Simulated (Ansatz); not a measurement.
## Electronic structure of CH$_{5}$BGe (SMILES C[B][GeH2+]) (charge +1, doublet) in real space

Input file:

```
crystal:
  periodic: [false, false, false]
  atoms:
    - {symbol: C, position_ang: [-1.805150, -0.781649, 0.312486]}
    - {symbol: B, position_ang: [-0.888351, -0.135528, 1.288059]}
    - {symbol: Ge, position_ang: [0.337689, 0.747027, 2.536384]}
    - {symbol: H, position_ang: [-1.623894, -0.285724, -0.666427]}
    - {symbol: H, position_ang: [-2.870338, -0.630172, 0.566126]}
    - {symbol: H, position_ang: [-1.594333, -1.858650, 0.180173]}
    - {symbol: H, position_ang: [1.242385, 1.849196, 2.012506]}
    - {symbol: H, position_ang: [0.344753, 0.300798, 3.988415]}
basis:
  gaussian: {orbitals: def2-TZVPD}
total_charge: 1
magnetization: {spin_polarized: true, initial_magnetization: 1}
hamiltonian: {xc: {name: PBE0}}
output: {forces: true, orbitals: {seedname: orbitals}}
```

Run with:

```sh
ansatz run input.yaml --threads 2 --pin off --max-ram 4350MiB --events-out events.jsonl --progress --plain --runs-dir runs
```

Geometry: PBE0-D3(BJ)/def2-SVP.

These are results of isolated molecule in a Gaussian basis; Kohn-Sham density functional theory, functional PBE0 in Ansatz, not measurements.

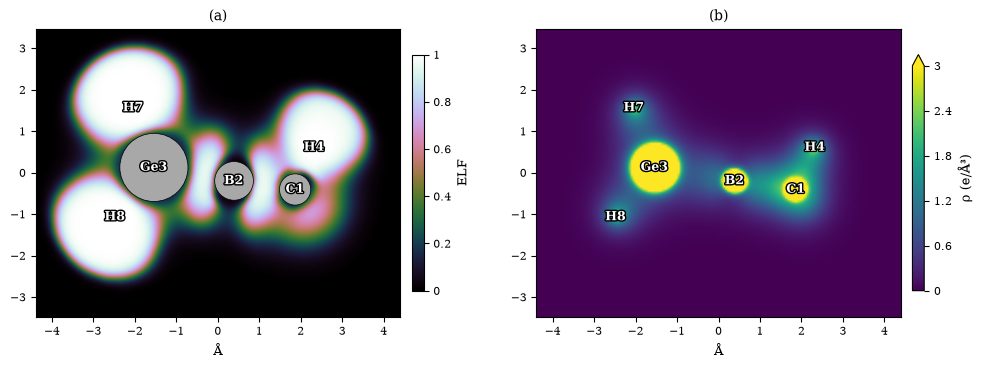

Figure 1. (a) ELF; (b) electron density on the plane of atoms H7, Ge3 and H8. Grey discs cover the atomic cores in the ELF map.

### Interpret the plot.

The section cuts through C, B, Ge and H sites. C–B (1.49 Å): ρ at the midpoint is about 1.6 e/Å³; the ELF peaks at about 0.95 between the atoms (localised, covalent bonding). Ge–B (1.96 Å): the density is about 0.86 e/Å³ at the midpoint; the ELF peaks at about 0.95 in the valence shell of B, 0.7 Å from its nucleus, and is about 0.75 at the midpoint. C–H (1.11 Å): ρ is about 1.8 e/Å³ halfway; the ELF climbs to about 1 towards the hydrogen, as it does in any bond to H: an ordinary covalent bond to hydrogen. Ge–H (1.52 Å): the density is about 1.1 e/Å³ at the midpoint; the ELF climbs to about 1 towards the hydrogen.

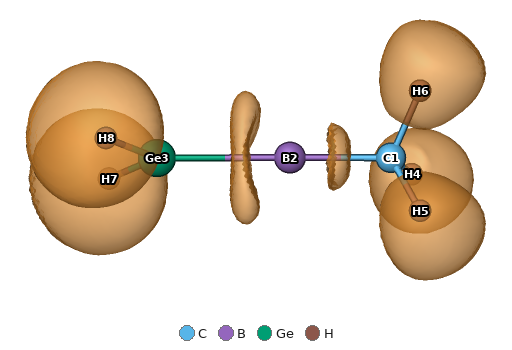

Figure 2. Isosurface of the electron localisation function at 0.9 (orange), seen from one side. Core shells and regions of very low density are left out.

### Identify the bonds, lone pairs and shells in this picture.

The surface consists of one region between bonded B–C atoms (shared pairs), five regions around hydrogen nuclei and one lobe of the valence shell of B pointing towards Ge (polar bonds).

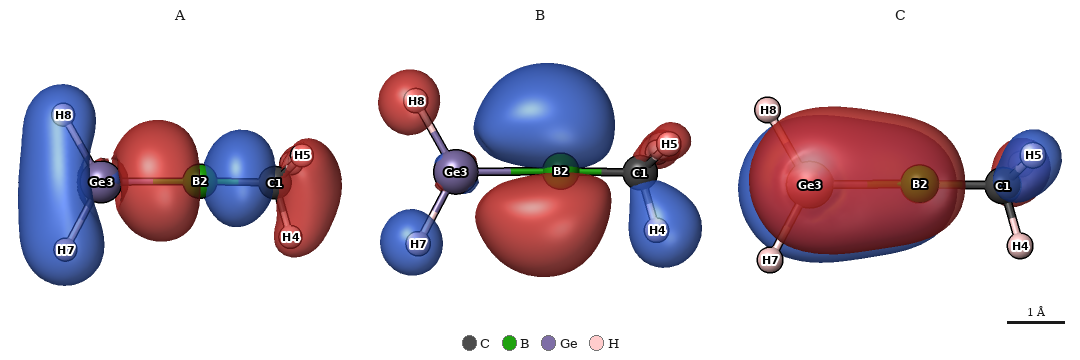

Figure 3. Three frontier orbitals at ±0.1 Å⁻³ᐟ² (red and blue are the two phases), in no order.

### Which picture is the HOMO−1, the HOMO and the LUMO? All are α orbitals.

A is the HOMO−1 (α) (−15.70 eV). By Hirshfeld shares it lies mainly on Ge3 (about 30 %), B2 (about 30 %), C1 (about 20 %) and H7 (about 10 %). C is the HOMO (α) (−12.01 eV). By Hirshfeld shares it lies mainly on Ge3 (about 55 %) and B2 (about 30 %); π-bonding across Ge3–B2. B is the LUMO (α) (−8.01 eV). Its weight (Hirshfeld) is mainly on B2 (about 55 %), Ge3 (about 20 %) and C1 (about 10 %).

### What is the gap between the highest occupied and lowest empty α orbitals?

4.00 eV between the orbital energies.
